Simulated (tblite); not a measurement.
**Geometry relaxation of C₅H₅S (part 1 of 2)**

The run: geometry relaxation of C₅H₅S, multiplicity 2, SMILES [CH2]C#CC(C)=S. Method and program: GFN2-xTB geometry optimisation, gas phase (tblite 0.8.0).

It belongs to a series of runs on one base structure; here: X = H replaced by C(S)CH3.

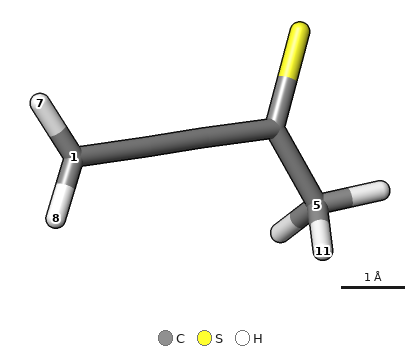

The input geometry (stick view, seen at a tilt; atoms are numbered from 1 in the order of the input).

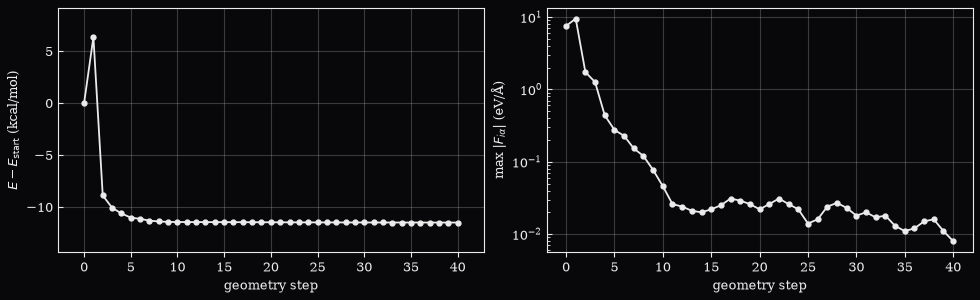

Progress of the relaxation, step by step (steps are counted from 0).

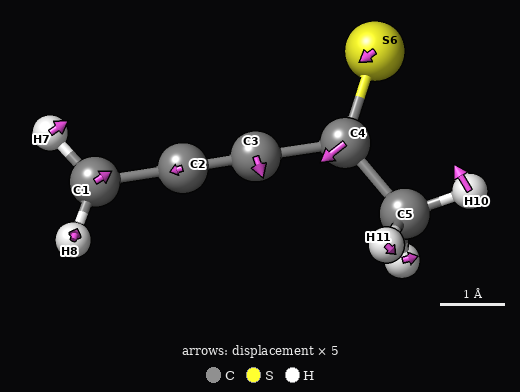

The starting structure with the displacements as pink arrows, magnified 5 times (ball-and-stick view, seen at a tilt). The two geometries are laid on each other by the best rigid fit. The largest moves after the best rigid fit, 0.11 Å, are those of C4 and H10. By element the largest moves are C 0.11 Å, H 0.10 Å, S 0.07 Å. Among the contacts that change: C1–C2 1.428 → 1.322 Å, C3–C4 1.451 → 1.348 Å, C2–C3 1.188 → 1.245 Å, C4–S6 1.665 → 1.694 Å. Among the angles that change: C5–C4–S6 123.7° → 119.5°, C3–C4–C5 118.7° → 121.0°, H7–C1–H8 119.9° → 117.8°. Over 40 geometry steps the energy falls by 11.5 kcal/mol. Largest force component: 7.5 eV/Å at the start, 0.008 eV/Å at the end. (Atoms are counted from 1 in the order of the input.)

The input that produced these results follows, with the program's output.

**Input**
```
{"job": {"kind": "relax", "xc": "GFN2-xTB", "basis": "xTB"}, "charge": 0, "multiplicity": 2}
C      2.892600    -0.101400     0.069400
C      1.492800     0.107800     0.255900
C      0.330600     0.274400     0.438600
C     -1.093900     0.483600     0.617700
C     -2.047200    -0.333100    -0.192100
S     -1.568800     1.551900     1.802700
H      3.602700     0.435800     0.679700
H      3.241400    -0.778700    -0.687400
H     -2.108300    -1.346300     0.214300
H     -3.050600     0.110300    -0.208300
H     -1.685900    -0.401600    -1.231600
```

The first line tells a small driver script what to run in tblite; the rest is the geometry in Å.

Run as:
```bash
OMP_NUM_THREADS=1 python <driver script> task.json out
```

**Log**
```
step      E/eV     max force
  0    -444.93103    7.679
  1    -444.65529    9.731
  2    -445.31596    1.823
  3    -445.36729    1.268
  4    -445.39111    0.444
  5    -445.40842    0.351
  6    -445.41367    0.295
  7    -445.42120    0.217
  8    -445.42449    0.141
  9    -445.42640    0.089
 10    -445.42685    0.052
 11    -445.42704    0.031
 12    -445.42714    0.031
 13    -445.42722    0.026
 14    -445.42729    0.024
 15    -445.42735    0.024
 16    -445.42741    0.028
 17    -445.42751    0.034
 18    -445.42765    0.036
 19    -445.42782    0.037
 20    -445.42796    0.031
 21    -445.42806    0.029
 22    -445.42816    0.031
 23    -445.42828    0.035
 24    -445.42839    0.028
 25    -445.42845    0.019
 26    -445.42850    0.020
 27    -445.42855    0.025
 28    -445.42861    0.030
 29    -445.42868    0.026
 30    -445.42874    0.021
 31    -445.42879    0.024
 32    -445.42886    0.025
 33    -445.42892    0.021
 34    -445.42895    0.013
 35    -445.42897    0.012
 36    -445.42899    0.016
 37    -445.42903    0.020
 38    -445.42907    0.020
 39    -445.42910    0.012
 40    -445.42911    0.008
```

**Trajectory as extended XYZ (Å, eV, eV/Å), 41 frames, from step=0 to step=40**
```
11
Properties=species:S:1:pos:R:3:forces:R:3 step=0 energy=-444.93103
C     2.8926   -0.1014    0.0694   -3.2210   0.6330   0.5530
C     1.4928    0.1078    0.2559    7.5260  -1.1040  -1.0560
C     0.3306    0.2744    0.4386   -6.7740   0.8490   0.7280
C    -1.0939    0.4836    0.6177    2.5240  -0.3490   0.0450
C    -2.0472   -0.3331   -0.1921    0.0780   0.2350  -0.4540
S    -1.5688    1.5519    1.8027   -0.0400  -0.1540  -0.2580
H     3.6027    0.4358    0.6797   -0.2120  -0.0960  -0.1100
H     3.2414   -0.7787   -0.6874   -0.0940   0.0220   0.0400
H    -2.1083   -1.3463    0.2143   -0.0010   0.1180  -0.0260
H    -3.0506    0.1103   -0.2083    0.3120  -0.0910   0.1850
H    -1.6859   -0.4016   -1.2316   -0.0960  -0.0640   0.3520
11
Properties=species:S:1:pos:R:3:forces:R:3 step=1 energy=-444.65529
C     2.8466   -0.0924    0.0773    2.6580  -0.3830  -0.4030
C     1.6003    0.0920    0.2408   -9.5230   1.3740   1.4520
C     0.2339    0.2865    0.4490    8.2100  -1.1840  -1.3410
C    -1.0578    0.4787    0.6184   -0.5770  -0.7990  -0.6770
C    -2.0461   -0.3298   -0.1986    0.0500   0.0250   0.0150
S    -1.5694    1.5497    1.7990   -0.4630   0.6620   0.6800
H     3.5997    0.4344    0.6781   -0.3360  -0.2460  -0.2810
H     3.2400   -0.7784   -0.6869   -0.1830   0.3340   0.3950
H    -2.1083   -1.3446    0.2139   -0.0160   0.2300  -0.0660
H    -3.0461    0.1090   -0.2056    0.2180   0.0320   0.1600
H    -1.6873   -0.4025   -1.2265   -0.0380  -0.0450   0.0640
11
Properties=species:S:1:pos:R:3:forces:R:3 step=2 energy=-445.31596
C     2.8632   -0.0947    0.0748   -1.2150   0.1980   0.1320
C     1.5392    0.1008    0.2502   -1.2430   0.1680   0.2570
C     0.2864    0.2789    0.4403    1.7360  -0.3230  -0.4540
C    -1.0609    0.4732    0.6139    0.8820  -0.3250  -0.1250
C    -2.0457   -0.3295   -0.1987    0.2260   0.0640   0.0180
S    -1.5725    1.5540    1.8034   -0.0820  -0.0150  -0.0650
H     3.5974    0.4327    0.6762   -0.2710  -0.1180  -0.1380
H     3.2388   -0.7761   -0.6842   -0.1960   0.1950   0.2340
H    -2.1084   -1.3430    0.2135   -0.0120   0.1680  -0.0540
H    -3.0445    0.1092   -0.2045    0.2000   0.0500   0.1740
H    -1.6876   -0.4028   -1.2260   -0.0260  -0.0610   0.0210
11
Properties=species:S:1:pos:R:3:forces:R:3 step=3 energy=-445.36729
C     2.8405   -0.0910    0.0774   -0.1960   0.0580   0.0110
C     1.5260    0.1025    0.2534    0.8930  -0.1290  -0.0820
C     0.3088    0.2744    0.4337   -1.2640   0.0980   0.0140
C    -1.0449    0.4680    0.6121    0.7410  -0.1720  -0.0050
C    -2.0420   -0.3284   -0.1986    0.3320   0.1020   0.0740
S    -1.5736    1.5534    1.8019    0.0820  -0.2130  -0.2710
H     3.5930    0.4308    0.6740   -0.4700  -0.1670  -0.1980
H     3.2355   -0.7730   -0.6805   -0.3460   0.2830   0.3280
H    -2.1086   -1.3403    0.2126    0.0010   0.1150  -0.0300
H    -3.0412    0.1100   -0.2016    0.2350   0.0840   0.1880
H    -1.6880   -0.4038   -1.2255   -0.0090  -0.0600  -0.0300
11
Properties=species:S:1:pos:R:3:forces:R:3 step=4 energy=-445.39111
C     2.8364   -0.0900    0.0777   -0.2180   0.0590   0.0220
C     1.5267    0.1024    0.2541    0.4390  -0.0620  -0.0240
C     0.3036    0.2739    0.4315   -0.3670  -0.0180  -0.0810
C    -1.0331    0.4642    0.6111    0.1350  -0.1060   0.0120
C    -2.0371   -0.3268   -0.1977    0.2670   0.0750   0.0530
S    -1.5733    1.5513    1.7989    0.0830  -0.1720  -0.2160
H     3.5859    0.4281    0.6708   -0.3440  -0.0730  -0.0920
H     3.2304   -0.7686   -0.6753   -0.2820   0.1610   0.1900
H    -2.1086   -1.3382    0.2120    0.0140   0.0860  -0.0120
H    -3.0374    0.1112   -0.1986    0.2690   0.1010   0.1910
H    -1.6883   -0.4048   -1.2257    0.0030  -0.0510  -0.0410
11
Properties=species:S:1:pos:R:3:forces:R:3 step=5 energy=-445.40842
C     2.8260   -0.0873    0.0786    0.1210   0.0000  -0.0170
C     1.5291    0.1020    0.2557   -0.2510   0.0430   0.0550
C     0.3020    0.2712    0.4258    0.2280  -0.0880  -0.1110
C    -1.0209    0.4575    0.6100   -0.2760  -0.0180   0.0180
C    -2.0263   -0.3237   -0.1957    0.0680  -0.0270  -0.0440
S    -1.5714    1.5458    1.7916    0.0640  -0.0790  -0.0980
H     3.5715    0.4242    0.6660   -0.1270   0.0830   0.0830
H     3.2191   -0.7610   -0.6664   -0.1710  -0.0380  -0.0340
H    -2.1083   -1.3339    0.2111    0.0390   0.0280   0.0150
H    -3.0270    0.1149   -0.1909    0.2760   0.1280   0.1760
H    -1.6884   -0.4070   -1.2268    0.0290  -0.0320  -0.0440
11
Properties=species:S:1:pos:R:3:forces:R:3 step=6 energy=-445.41367
C     2.8243   -0.0865    0.0787    0.0460   0.0060  -0.0050
C     1.5280    0.1023    0.2567   -0.1780   0.0350   0.0380
C     0.3020    0.2694    0.4227    0.1560  -0.0710  -0.0790
C    -1.0200    0.4553    0.6101   -0.2280  -0.0170  -0.0120
C    -2.0221   -0.3232   -0.1959    0.0180  -0.0630  -0.0630
S    -1.5698    1.5428    1.7878    0.0400  -0.0240  -0.0320
H     3.5653    0.4243    0.6659   -0.0330   0.1330   0.1400
H     3.2131   -0.7593   -0.6642   -0.1130  -0.1070  -0.1120
H    -2.1076   -1.3322    0.2111    0.0430  -0.0070   0.0210
H    -3.0197    0.1179   -0.1860    0.2110   0.1410   0.1510
H    -1.6880   -0.4081   -1.2278    0.0380  -0.0260  -0.0480
11
Properties=species:S:1:pos:R:3:forces:R:3 step=7 energy=-445.42120
C     2.8214   -0.0848    0.0788   -0.0060   0.0060   0.0060
C     1.5256    0.1030    0.2586   -0.0480   0.0190   0.0090
C     0.3013    0.2655    0.4167   -0.0550  -0.0270  -0.0080
C    -1.0219    0.4512    0.6095    0.0280  -0.0270  -0.0670
C    -2.0151   -0.3243   -0.1978   -0.0520  -0.0930  -0.0680
S    -1.5664    1.5378    1.7812   -0.0120   0.0660   0.0740
H     3.5549    0.4279    0.6693    0.0560   0.1440   0.1530
H     3.2010   -0.7595   -0.6638   -0.0370  -0.1380  -0.1480
H    -2.1054   -1.3300    0.2116    0.0370  -0.0760   0.0230
H    -3.0036    0.1264   -0.1745    0.0460   0.1440   0.0820
H    -1.6864   -0.4105   -1.2306    0.0430  -0.0190  -0.0540
11
Properties=species:S:1:pos:R:3:forces:R:3 step=8 energy=-445.42449
C     2.8205   -0.0840    0.0789   -0.0380   0.0080   0.0120
C     1.5237    0.1037    0.2597    0.0790   0.0020  -0.0140
C     0.2998    0.2632    0.4136   -0.0840  -0.0110   0.0160
C    -1.0227    0.4488    0.6082    0.0810  -0.0150  -0.0610
C    -2.0125   -0.3264   -0.1999   -0.0570  -0.0680  -0.0370
S    -1.5648    1.5363    1.7791   -0.0220   0.0700   0.0820
H     3.5505    0.4321    0.6735    0.0420   0.0950   0.0950
H     3.1942   -0.7619   -0.6660   -0.0200  -0.0860  -0.0930
H    -2.1037   -1.3302    0.2122    0.0230  -0.0950   0.0130
H    -2.9948    0.1331   -0.1674   -0.0340   0.1200   0.0340
H    -1.6848   -0.4121   -1.2330    0.0300  -0.0190  -0.0480
11
Properties=species:S:1:pos:R:3:forces:R:3 step=9 energy=-445.42640
C     2.8202   -0.0834    0.0791    0.0060   0.0000   0.0080
C     1.5234    0.1043    0.2603    0.0610   0.0030  -0.0140
C     0.2984    0.2613    0.4118   -0.0190  -0.0070   0.0190
C    -1.0230    0.4472    0.6063    0.0770   0.0050  -0.0260
C    -2.0120   -0.3290   -0.2019   -0.0440  -0.0220   0.0000
S    -1.5641    1.5366    1.7792   -0.0090   0.0320   0.0390
H     3.5483    0.4366    0.6780   -0.0040   0.0240   0.0140
H     3.1893   -0.7649   -0.6691   -0.0190  -0.0080  -0.0070
H    -2.1021   -1.3323    0.2129    0.0040  -0.0740  -0.0080
H    -2.9897    0.1398   -0.1621   -0.0560   0.0690  -0.0040
H    -1.6832   -0.4135   -1.2355    0.0020  -0.0200  -0.0200
11
Properties=species:S:1:pos:R:3:forces:R:3 step=10 energy=-445.42685
C     2.8207   -0.0834    0.0793    0.0100   0.0000   0.0060
C     1.5238    0.1046    0.2601    0.0460   0.0030  -0.0100
C     0.2984    0.2607    0.4119    0.0180  -0.0080   0.0120
C    -1.0223    0.4471    0.6055    0.0250   0.0080  -0.0070
C    -2.0129   -0.3299   -0.2023   -0.0200  -0.0010   0.0140
S    -1.5642    1.5373    1.7801    0.0060   0.0020   0.0050
H     3.5482    0.4380    0.6792   -0.0160   0.0030  -0.0090
H     3.1883   -0.7659   -0.6701   -0.0170   0.0130   0.0180
H    -2.1017   -1.3342    0.2129   -0.0040  -0.0400  -0.0190
H    -2.9898    0.1423   -0.1613   -0.0330   0.0380  -0.0110
H    -1.6829   -0.4141   -1.2363   -0.0140  -0.0190   0.0020
11
Properties=species:S:1:pos:R:3:forces:R:3 step=11 energy=-445.42704
C     2.8212   -0.0834    0.0794    0.0190   0.0000   0.0040
C     1.5247    0.1048    0.2599    0.0040   0.0070  -0.0020
C     0.2989    0.2604    0.4122    0.0260  -0.0070   0.0070
C    -1.0216    0.4473    0.6051    0.0020   0.0010   0.0010
C    -2.0138   -0.3303   -0.2022   -0.0080   0.0070   0.0140
S    -1.5642    1.5378    1.7806    0.0140  -0.0130  -0.0130
H     3.5480    0.4386    0.6795   -0.0100   0.0010  -0.0110
H     3.1878   -0.7660   -0.6701   -0.0100   0.0130   0.0180
H    -2.1017   -1.3356    0.2125   -0.0100  -0.0110  -0.0230
H    -2.9908    0.1438   -0.1614   -0.0060   0.0170  -0.0090
H    -1.6831   -0.4146   -1.2365   -0.0230  -0.0150   0.0150
11
Properties=species:S:1:pos:R:3:forces:R:3 step=12 energy=-445.42714
C     2.8216   -0.0834    0.0796    0.0090   0.0020   0.0040
C     1.5253    0.1050    0.2598   -0.0040   0.0070   0.0010
C     0.2995    0.2601    0.4125    0.0160  -0.0060   0.0040
C    -1.0211    0.4474    0.6048   -0.0100  -0.0060   0.0020
C    -2.0144   -0.3304   -0.2019   -0.0010   0.0070   0.0100
S    -1.5639    1.5377    1.7806    0.0170  -0.0140  -0.0160
H     3.5478    0.4389    0.6794    0.0030   0.0070  -0.0050
H     3.1873   -0.7658   -0.6698    0.0000   0.0030   0.0080
H    -2.1019   -1.3365    0.2119   -0.0130   0.0060  -0.0210
H    -2.9913    0.1449   -0.1616    0.0090   0.0050  -0.0050
H    -1.6836   -0.4152   -1.2363   -0.0240  -0.0110   0.0170
11
Properties=species:S:1:pos:R:3:forces:R:3 step=13 energy=-445.42722
C     2.8220   -0.0833    0.0798    0.0030   0.0040   0.0040
C     1.5258    0.1053    0.2597   -0.0110   0.0060   0.0040
C     0.3001    0.2597    0.4128    0.0000  -0.0050   0.0010
C    -1.0207    0.4472    0.6046   -0.0080  -0.0140   0.0000
C    -2.0147   -0.3303   -0.2015    0.0010   0.0040   0.0030
S    -1.5633    1.5374    1.7803    0.0150  -0.0080  -0.0110
H     3.5475    0.4394    0.6793    0.0150   0.0120   0.0020
H     3.1868   -0.7657   -0.6695    0.0090  -0.0050  -0.0010
H    -2.1023   -1.3371    0.2109   -0.0170   0.0130  -0.0140
H    -2.9914    0.1460   -0.1617    0.0140  -0.0010   0.0000
H    -1.6845   -0.4159   -1.2359   -0.0210  -0.0060   0.0110
11
Properties=species:S:1:pos:R:3:forces:R:3 step=14 energy=-445.42729
C     2.8224   -0.0831    0.0801   -0.0040   0.0060   0.0030
C     1.5262    0.1057    0.2596   -0.0050   0.0030   0.0060
C     0.3006    0.2593    0.4130   -0.0110  -0.0050  -0.0020
C    -1.0204    0.4467    0.6044   -0.0040  -0.0180   0.0000
C    -2.0151   -0.3302   -0.2010    0.0010  -0.0010  -0.0040
S    -1.5624    1.5369    1.7798    0.0110   0.0000  -0.0020
H     3.5475    0.4401    0.6793    0.0200   0.0130   0.0040
H     3.1865   -0.7656   -0.6691    0.0140  -0.0080  -0.0040
H    -2.1030   -1.3375    0.2099   -0.0200   0.0130  -0.0030
H    -2.9912    0.1470   -0.1617    0.0110  -0.0030   0.0040
H    -1.6857   -0.4167   -1.2353   -0.0140  -0.0010  -0.0010
11
Properties=species:S:1:pos:R:3:forces:R:3 step=15 energy=-445.42735
C     2.8227   -0.0828    0.0805   -0.0040   0.0070   0.0020
C     1.5265    0.1061    0.2598    0.0010   0.0010   0.0070
C     0.3008    0.2588    0.4132   -0.0140  -0.0070  -0.0060
C    -1.0202    0.4460    0.6043    0.0030  -0.0160   0.0010
C    -2.0153   -0.3301   -0.2007   -0.0020  -0.0050  -0.0100
S    -1.5615    1.5365    1.7793    0.0070   0.0070   0.0060
H     3.5479    0.4409    0.6794    0.0180   0.0100   0.0010
H     3.1864   -0.7657   -0.6688    0.0150  -0.0050   0.0000
H    -2.1040   -1.3376    0.2088   -0.0220   0.0070   0.0080
H    -2.9908    0.1480   -0.1617    0.0030  -0.0010   0.0080
H    -1.6870   -0.4174   -1.2349   -0.0050   0.0030  -0.0150
11
Properties=species:S:1:pos:R:3:forces:R:3 step=16 energy=-445.42741
C     2.8231   -0.0824    0.0808   -0.0010   0.0070   0.0010
C     1.5267    0.1065    0.2600    0.0080  -0.0030   0.0070
C     0.3009    0.2581    0.4132   -0.0090  -0.0100  -0.0100
C    -1.0201    0.4450    0.6042    0.0050  -0.0110   0.0030
C    -2.0157   -0.3301   -0.2006   -0.0040  -0.0070  -0.0130
S    -1.5603    1.5362    1.7789    0.0030   0.0090   0.0100
H     3.5486    0.4420    0.6794    0.0100   0.0040  -0.0060
H     3.1866   -0.7658   -0.6685    0.0120   0.0030   0.0080
H    -2.1055   -1.3376    0.2079   -0.0220  -0.0010   0.0170
H    -2.9904    0.1490   -0.1615   -0.0070   0.0020   0.0100
H    -1.6885   -0.4181   -1.2347    0.0020   0.0060  -0.0250
11
Properties=species:S:1:pos:R:3:forces:R:3 step=17 energy=-445.42751
C     2.8237   -0.0817    0.0814    0.0060   0.0060  -0.0010
C     1.5272    0.1071    0.2605    0.0130  -0.0060   0.0070
C     0.3010    0.2569    0.4131    0.0020  -0.0140  -0.0140
C    -1.0199    0.4433    0.6041    0.0070  -0.0020   0.0030
C    -2.0164   -0.3303   -0.2007   -0.0070  -0.0080  -0.0130
S    -1.5586    1.5360    1.7785    0.0010   0.0070   0.0100
H     3.5499    0.4435    0.6792   -0.0020  -0.0030  -0.0130
H     3.1873   -0.7660   -0.6678    0.0070   0.0120   0.0180
H    -2.1081   -1.3376    0.2069   -0.0210  -0.0100   0.0240
H    -2.9900    0.1503   -0.1611   -0.0160   0.0070   0.0110
H    -1.6906   -0.4189   -1.2350    0.0100   0.0100  -0.0310
11
Properties=species:S:1:pos:R:3:forces:R:3 step=18 energy=-445.42765
C     2.8248   -0.0804    0.0822    0.0120   0.0050  -0.0030
C     1.5281    0.1079    0.2614    0.0150  -0.0100   0.0080
C     0.3012    0.2547    0.4126    0.0160  -0.0190  -0.0180
C    -1.0196    0.4406    0.6041    0.0050   0.0090   0.0000
C    -2.0175   -0.3306   -0.2011   -0.0110  -0.0060  -0.0100
S    -1.5558    1.5357    1.7780   -0.0010  -0.0010   0.0050
H     3.5519    0.4459    0.6786   -0.0150  -0.0090  -0.0190
H     3.1886   -0.7659   -0.6664    0.0010   0.0220   0.0260
H    -2.1128   -1.3377    0.2059   -0.0160  -0.0150   0.0290
H    -2.9897    0.1525   -0.1603   -0.0230   0.0110   0.0090
H    -1.6938   -0.4200   -1.2360    0.0170   0.0130  -0.0270
```
